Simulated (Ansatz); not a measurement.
CNNa: geometry relaxation

- system: CNNa
- method: RKS PBE-D4/def2-SVP (Ansatz 0.2.0)

The geometry comes from this level: GFN2-xTB. Figures and captions count atoms from 1; the log counts them from 0 in places.

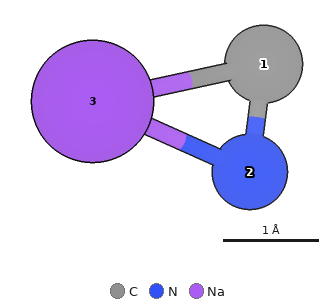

*The starting structure (ball-and-stick view, seen at an oblique angle; atoms are numbered from 1 in the order of the input). Sticks mark near contacts.*

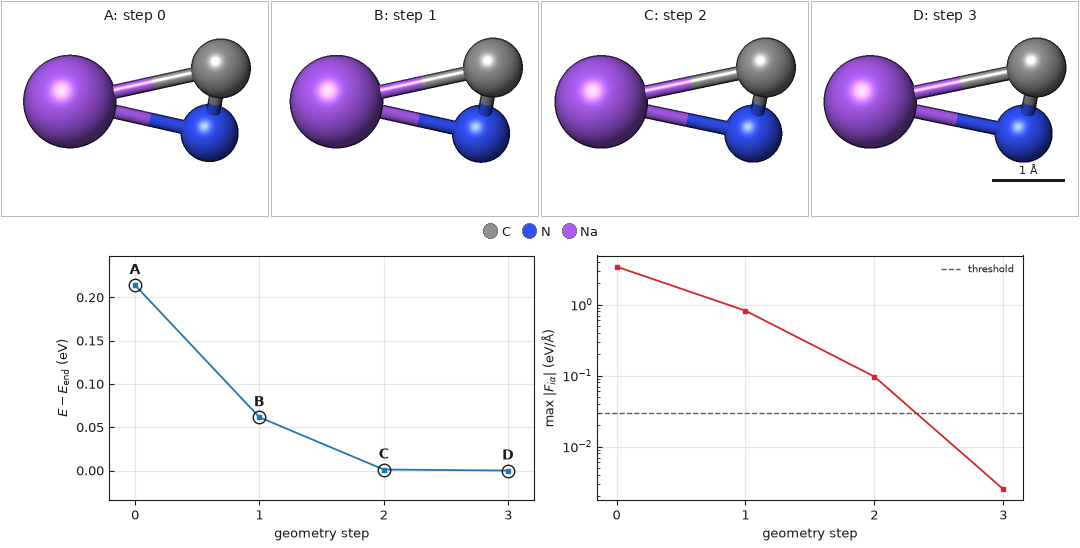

*Frames of the relaxation (ball-and-stick view, seen at a tilt) above the curves, on which the letters mark them (the first geometry is step 0 here and step 1 in the log).*

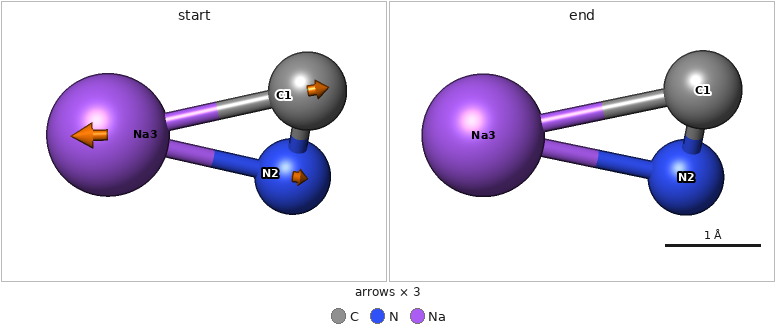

*Before (left) and after (right) the relaxation, at one scale (ball-and-stick view, seen at a tilt). The orange arrows give the displacements, magnified 3 times.*

The energy falls by 0.214 eV in 3 geometry steps. Largest force component: 3.4 eV/Å at the start, 0.0025 eV/Å at the end. The atom that moves furthest after the best rigid fit is Na3 (0.13 Å). Largest moves by element: Na 0.13 Å, C 0.08 Å, N 0.06 Å. Among the contacts that change: C1–Na3 2.167 → 2.376 Å, N2–Na3 2.043 → 2.228 Å, C1–N2 1.161 → 1.191 Å. Among the angles that change: C1–Na3–N2 31.8° → 29.8°, C1–N2–Na3 80.0° → 82.0°. (Atoms are counted from 1 in the order of the input.)

These pictures come from the run below.

**The input**
```yaml
crystal:
  periodic: [false, false, false]
  atoms:
    - { symbol: C, position_ang: [-0.3674, -0.75102, 0.83385] }
    - { symbol: "N", position_ang: [-0.68987, -0.73449, -0.28097] }
    - { symbol: Na, position_ang: [0.61225, 0.83985, -0.26445] }
basis:
  gaussian: { orbitals: def2-SVP }
hamiltonian:
  xc: pbe
  dispersion: d4
relax:
  f_tol: 0.03
  max_steps: 200
```

Command:
```bash
ansatz run input.yaml --threads 4 --pin off --max-ram 10240MiB --backend cpu --events-out ev --progress --plain --runs-dir out
```

**Log**
```
The last accepted step is kept in [file] (removed where the run ends without a failure and the disk answers)
Engine: ansatz 0.2.0, aarch64-unknown-linux-gnu
Functional definition: PBE
  parameter kappa = 0.804
  parameter beta = 0.06672455060314922
  exchange = pbe_x(kappa = kappa, mu = beta*pi^2/3)
  correlation = pbe_c(beta = beta)
505 factors; their error is unknown
mean field evaluation 1: about -6927.0470 eV, gradient 4.7e1 eV
mean field evaluation 2: about -6876.2457 eV, gradient 1.2e2 eV
mean field evaluation 4: about -6931.5411 eV, gradient 2.4e1 eV
mean field evaluation 8: about -6932.7939 eV, gradient 1.1e-1 eV
mean field -6932.79396362 eV, -254.7754789465 hartree, gradient 2.6e-5 eV, S^2 0.000000; 0 other end points of the search recorded, 0 dependent functions left out
the calculation of the forces begins
reference -6932.79401945 eV, -254.7754809981 hartree; 12, 12 occupied and 31, 31 virtual orbitals, 505 factors
relax step   1: F+E_penalty+E_count = -6932.83082690 eV  Δ(F+E_penalty+E_count) = +0.000e0 eV  max|allowed force component| = 3.432e0 eV/Å  Δτ_max = 0.0000 Å  (24 SCF iters, accepted)
these checks for a lower state are left out or cut short: starts, cluster_reference, orbital_swaps, neighbouring_geometries, increment
505 factors; their error is unknown
mean field evaluation 16: about -6932.9863 eV, gradient 2.7e0 eV
mean field -6932.94668894 eV, -254.7810914986 hartree, gradient 9.6e-6 eV, S^2 0.000000; 0 other end points of the search recorded, 0 dependent functions left out
the calculation of the forces begins
reference -6932.94674432 eV, -254.7810935335 hartree; 12, 12 occupied and 31, 31 virtual orbitals, 505 factors
relax step   2: F+E_penalty+E_count = -6932.98337654 eV  Δ(F+E_penalty+E_count) = -1.525e-1 eV  max|allowed force component| = 8.217e-1 eV/Å  Δτ_max = 0.0478 Å  (27 SCF iters, accepted)
these checks for a lower state are left out or cut short: starts, cluster_reference, orbital_swaps, neighbouring_geometries, increment
505 factors; their error is unknown
mean field -6933.00731031 eV, -254.7833192927 hartree, gradient 9.9e-6 eV, S^2 0.000000; 0 other end points of the search recorded, 0 dependent functions left out
the calculation of the forces begins
reference -6933.00736389 eV, -254.7833212616 hartree; 12, 12 occupied and 31, 31 virtual orbitals, 505 factors
relax step   3: F+E_penalty+E_count = -6933.04375129 eV  Δ(F+E_penalty+E_count) = -6.037e-2 eV  max|allowed force component| = 9.697e-2 eV/Å  Δτ_max = 0.0730 Å  (27 SCF iters, accepted)
these checks for a lower state are left out or cut short: starts, cluster_reference, orbital_swaps, neighbouring_geometries, increment
505 factors; their error is unknown
mean field evaluation 32: about -6933.0652 eV, gradient 3.9e-1 eV
mean field -6933.00852722 eV, -254.7833640135 hartree, gradient 1.2e-5 eV, S^2 0.000000; 0 other end points of the search recorded, 0 dependent functions left out
the calculation of the forces begins
reference -6933.00858045 eV, -254.7833659696 hartree; 12, 12 occupied and 31, 31 virtual orbitals, 505 factors
relax step   4: F+E_penalty+E_count = -6933.04493119 eV  Δ(F+E_penalty+E_count) = -1.180e-3 eV  max|allowed force component| = 2.511e-3 eV/Å  Δτ_max = 0.0128 Å  (28 SCF iters, accepted)
505 factors; their error is unknown
mean field -6933.00852722 eV, -254.7833640135 hartree, gradient 1.2e-5 eV, S^2 0.000000; 1 other end points of the search recorded, 0 dependent functions left out
the calculation of the forces begins
reference -6933.00858045 eV, -254.7833659696 hartree; 12, 12 occupied and 31, 31 virtual orbitals, 505 factors
Total energy: -6933.04498442 eV, -254.7847037906 hartree
Atom 0 at    -0.405241    -0.810201     0.870072 Å, force    -0.001093    -0.001598     0.000741 eV/Å
Atom 1 at    -0.725607    -0.779311    -0.277016 Å, force     0.002158     0.002511     0.000294 eV/Å
Atom 2 at     0.685827     0.943852    -0.304627 Å, force    -0.001064    -0.000913    -0.001036 eV/Å
Dipole moment:     0.945029     1.342368    -0.533986 e Å
```

**Trajectory as extended XYZ (Å, eV, eV/Å), 4 frames, from step=1 to step=4**
```
3
Properties=species:S:1:pos:R:3:forces:R:3 step=1 energy=-6932.83083
C    -0.3674   -0.7510    0.8338    0.5007  -0.6481   3.4319
N    -0.6899   -0.7345   -0.2810   -1.6009  -0.8363  -3.0246
Na    0.6122    0.8398   -0.2645    1.1002   1.4843  -0.4073
3
Properties=species:S:1:pos:R:3:forces:R:3 step=2 energy=-6932.98338
C    -0.3782   -0.7717    0.8545   -0.1730  -0.3432   0.3640
N    -0.7056   -0.7511   -0.2876   -0.4342  -0.4785  -0.1325
Na    0.6388    0.8771   -0.2784    0.6072   0.8217  -0.2315
3
Properties=species:S:1:pos:R:3:forces:R:3 step=3 energy=-6933.04375
C    -0.4010   -0.8041    0.8674   -0.0095  -0.0437   0.0878
N    -0.7229   -0.7755   -0.2785   -0.0616  -0.0532  -0.0587
Na    0.6789    0.9339   -0.3005    0.0711   0.0970  -0.0291
3
Properties=species:S:1:pos:R:3:forces:R:3 step=4 energy=-6933.04493
C    -0.4052   -0.8102    0.8701   -0.0011  -0.0016   0.0007
N    -0.7256   -0.7793   -0.2770    0.0022   0.0025   0.0003
Na    0.6858    0.9439   -0.3046   -0.0011  -0.0009  -0.0010
```

**Results in brief**

```tsv
quantity	value
outcome	converged
total energy	−6933.0450 eV
mean-field energy	−6933.0086 eV
SCF solution under orbital rotations	stable
largest force (length of the vector) at the end	0.003 eV/Å
hardware	4 threads of Arm Neoverse V1, 24 GiB of memory available, shared host
wall time	1.9 s (CPU time 5 s)
peak memory	0.1 GiB
```
